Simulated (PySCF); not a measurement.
SnI (charge +1)

```xyz
2

Sn    0.0000    0.0000   -1.3482
I     0.0000    0.0000    1.2738
```

Core potentials replace the inner electrons of Sn and I.

Computed with PBE0/cc-pVDZ(-PP), non-relativistic Hamiltonian with scalar-relativistic core potentials where named, at a bond length of 2.622 Å in PySCF 2.14.0.

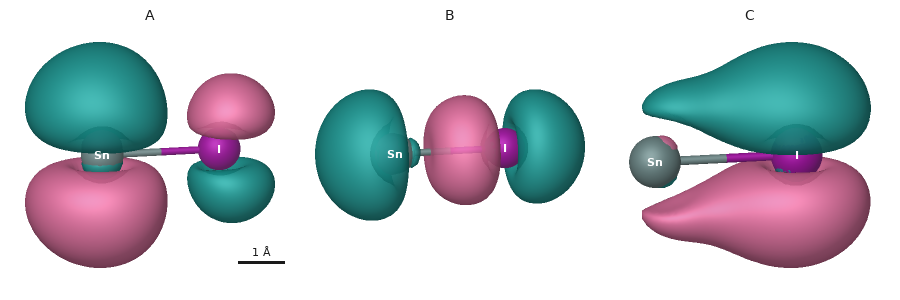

Figure 1. Three frontier orbitals, each drawn at the value that holds 80 % of its norm (teal and pink are the two phases), in no order; of a degenerate pair one member is drawn.

Q: Name the orbitals and rank them from lowest to highest energy.

A: Orbital B: σ, occupied, −13.83 eV; shared between the atoms (Sn 45 %, I 55 %).
Orbital C: π, occupied, −13.40 eV; mainly on I (85 %).
Orbital A: π, empty, −8.75 eV; mainly on Sn (85 %).

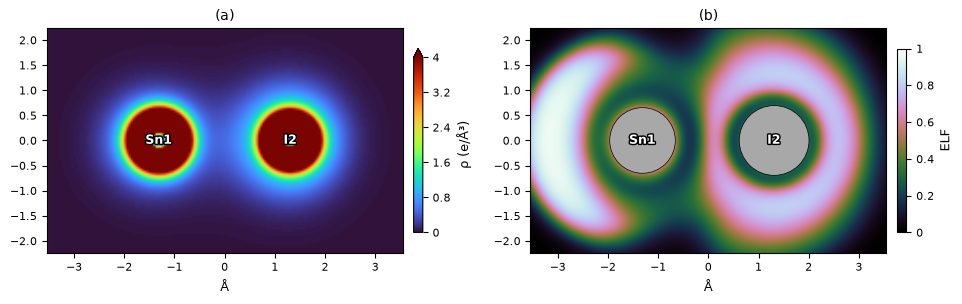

Figure 2. (a) electron density; (b) electron localisation function on a plane that holds the molecular axis. Grey discs cover the atomic cores in the ELF map.

Q: Read the bonding off the picture.

A: Atoms in the plane: Sn and I.
Sn–I (2.62 Å): the density is about 0.51 e/Å³ at the midpoint; the ELF peaks at about 0.65 in the valence shell of I, 1.2 Å from its nucleus, and drops to about 0.20 between the two atoms.
The ELF also peaks beside I2, away from the bonds: lone-pair regions.

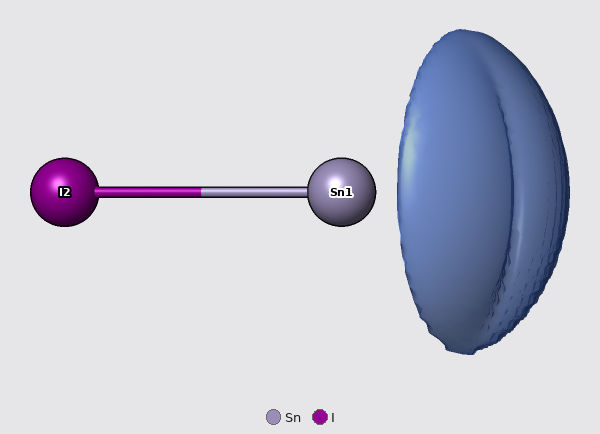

Figure 3. Isosurface of the electron localisation function at 0.85 (blue), seen from one side. Only the valence region is drawn (cores and ρ < 0.01 e/Å³ removed).

Q: Identify the bonds, lone pairs and shells in this picture.

A: The ELF exceeds this value in one lobe on Sn, pointing away from the bonds (lone pairs).
